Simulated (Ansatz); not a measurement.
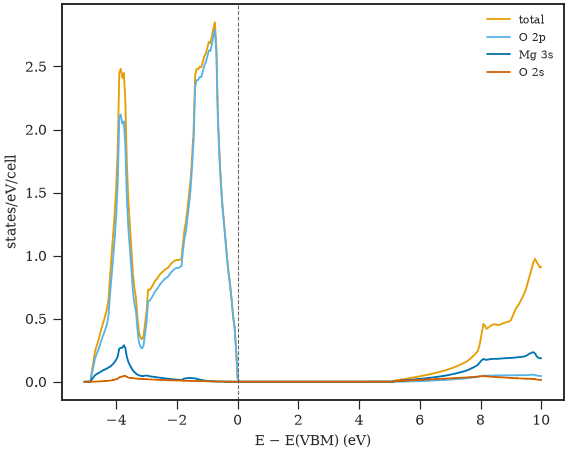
*Total and projected density of states of MgO (rock salt, Fm-3m), LDA (plane waves, PAW; program Ansatz)*

Which orbitals carry the states next to the gap?

Top 1 eV of the valence band: O 2p 98 %. Bottom 1 eV of the conduction band: Mg 3s 53 %, O 2s 37 %, O 2p 8 %. Projections are on Löwdin-orthogonalised atomic valence shells; empty p or d shells of many metals are not among them.

Where is the tallest occupied peak in this window, and what makes it?

Near -0.8 eV, about 2.9 states/eV per cell; the largest projected share is O 2p.

The cell was relaxed with LDA under the symmetry of its start.

Potentials: the earlier of the program's two PAW sets. The files were generated under PBE; for other functionals the program regenerates the frozen cores, and for LDA and PBEsol the local potential too.
